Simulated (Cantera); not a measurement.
Charge: 1 mol borazine, 7.7 mol H2O, at 0.410 bar.

These are equilibrium values from Cantera (NASA tables, ideal gas, pure condensed phases), not measurements of a reactor. Candidate condensed phases: B, BN, B2O3, B3O3H3, H2O; 39 gas species. The feed counts by its element totals alone. Gases not in the tables: H3BO3. Equilibrium is a limit: real reactors are often held back by kinetics, nucleation or transport.

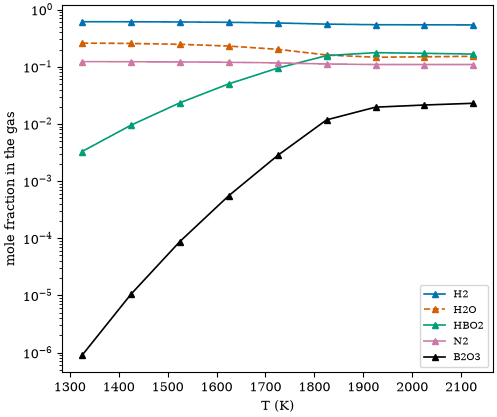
*Equilibrium gas composition (values under 1e-9 drawn at 1e-9)*

From 1325 K to 1825 K the condensed part is B2O3(l). From 1925 K to 2125 K nothing is condensed.
